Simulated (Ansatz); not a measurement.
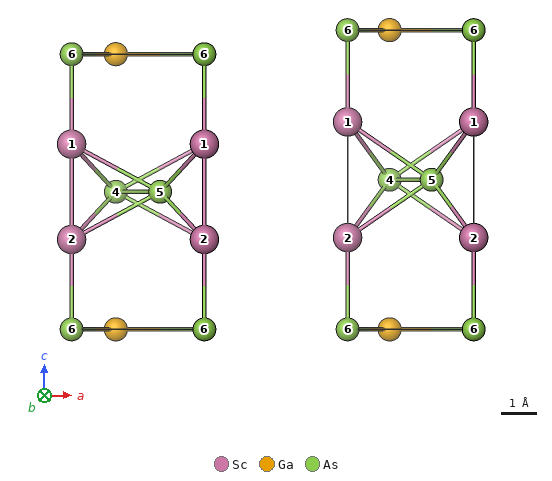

Two geometries of a crystal of Sc$_{2}$GaAs$_{3}$ (a generated structure, set up in P-6m2) (coarse preliminary run), drawn at one scale. One is the start of a relaxation, the other its converged end. A ball-and-stick model of the cell of the calculation, seen along the b axis.

Computed with DFT PBE, scalar-relativistic, plane waves, PAW (Ansatz). (plane-wave cutoff 420 eV; k-point mesh 6 × 6 × 2; occupations gaussian; smearing width 0.1 eV; no spin polarisation; cell and atoms relaxed; force threshold 0.04 eV/Å; at most 70 steps)

Question: Which one is relaxed?

Answer: The left one is the relaxed one. The largest moves relative to the cell, 0.16 Å, are those of Sc atoms. Ga and As stay in place. The volume changes by +2.0 %, with a = b 4.281 → 4.509 Å (+5.3 %), c 8.800 → 8.092 Å (−8.0 %). Among the contacts that change: Sc–Sc 3.401 → 2.803 Å, As–As 2.472 → 2.603 Å, As–Ga 2.472 → 2.603 Å, As–Sc 2.699 → 2.645 Å. New bonds form, among them: Sc–Sc (3.40 → 2.80 Å). The space group stays P-6m2 (No. 187). The energy falls by 79.9 meV per atom in 4 accepted moves (6 points after the start). Largest force component: 0.57 eV/Å at the start, 0.0079 eV/Å at the end. Pressure: 0.63 GPa at the start and 0.02 GPa at the end. The line search rejected the trial step at point 3 of the run. At 1 point the geometry stayed and the basis and grid were re-selected for the new cell (energy shift of 0.2 meV per atom at most each time).
